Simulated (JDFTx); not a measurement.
Os(0001) slab cut from bulk Os (space group P6_3/mmc, indices of the conventional cell, lattice of the Materials Project entry mp-49, not re-optimised): 4 atoms in 4 planes, a 1x1 cell of 6.53 Å² (|a| = 2.746, |b| = 2.746 Å), 6.4 Å between the outermost planes, cell height 22.5 Å, 10×10×1 k mesh, Fermi smearing 0.01 Ha, no spin polarisation.

Level of theory: PBE, GBRV ultrasoft potentials, plane waves to 20/100 Ha; code: a modified build of JDFTx. Liquid on both sides: SCCS (g09 parameters), water, 1 M NaCl; nuclei fixed. SHE scale: U = −μ/e − 4.44 V, by convention.

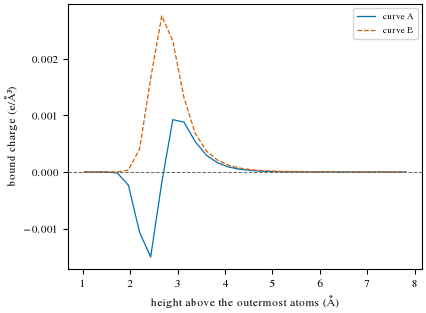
*Plane-averaged bound charge of the liquid for two states of the electrode*

**Question.** One curve is the neutral slab. Which, and what is the sign of the other's charge?

**Answer.** Curve A is neutral (potential of zero charge, 0.73 V). Curve B is negatively charged, -3.8 μC/cm² at 0.35 V.
